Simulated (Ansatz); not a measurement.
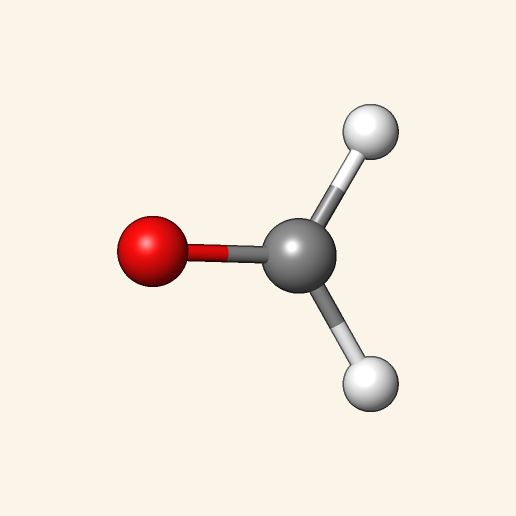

The picture shows a molecular structure as a ball-and-stick model. Every bond is drawn as one stick, whatever its order. Colours: hydrogen white, carbon grey, oxygen red.

> Give the formula.

CH₂O, 4 atoms: 1 carbon, 2 hydrogen and 1 oxygen.

> How many bonds of each kind are drawn?

2 C–H, 1 C–O. Sticks follow a distance rule.

> How many sets of symmetry-equivalent atoms are there?

3: 2 H, 1 C, 1 O.

The parts below concern this one geometry. Atoms keep their numbers from picture to picture. The geometry was computed by an optimisation with PBE0-D4/def2-TZVP.

**Geometry**

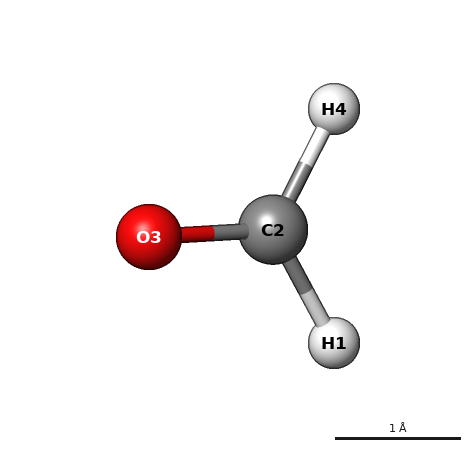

Which atoms are bonded, and how long are the bonds?

```csv
bond,length (Å)
H1–C2,1.109
C2–O3,1.195
C2–H4,1.109
```

**Electronic properties**

Properties computed with RKS PBE0-D4/def2-TZVPP (Ansatz 0.2.0).

Computed properties:

- HOMO energy (Kohn–Sham orbital): −7.82 eV
- LUMO energy (Kohn–Sham orbital): −1.25 eV
- HOMO–LUMO gap: 6.56 eV

**Vibrations**

Harmonic vibrations computed with RKS PBE0-D4/def2-TZVP (Ansatz 0.2.0) at a stationary point of the same level.

> How many vibrational modes are there, and where do they lie?

6 modes: 1207, 1267, 1532, 1853, 2901, 2961 cm⁻¹.

**Dipole moment**

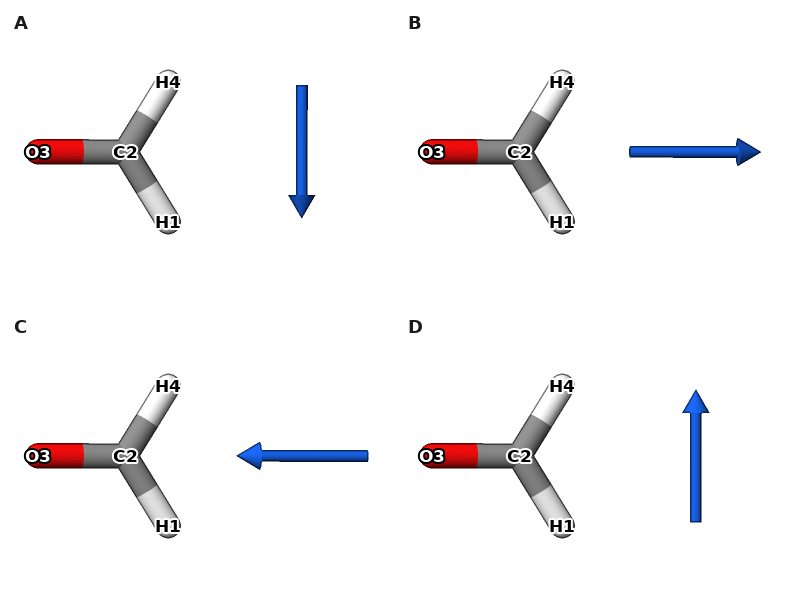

The same molecule four times, each with an arrow. Level of theory: RKS PBE0-D4/def2-TZVP (Ansatz 0.2.0).

> Which arrow points along the dipole moment, from the negative to the positive end?

B. The dipole moment is 2.31 D; it points from the side of O3 to the side of H1, H4 (the outermost atoms at the two ends).
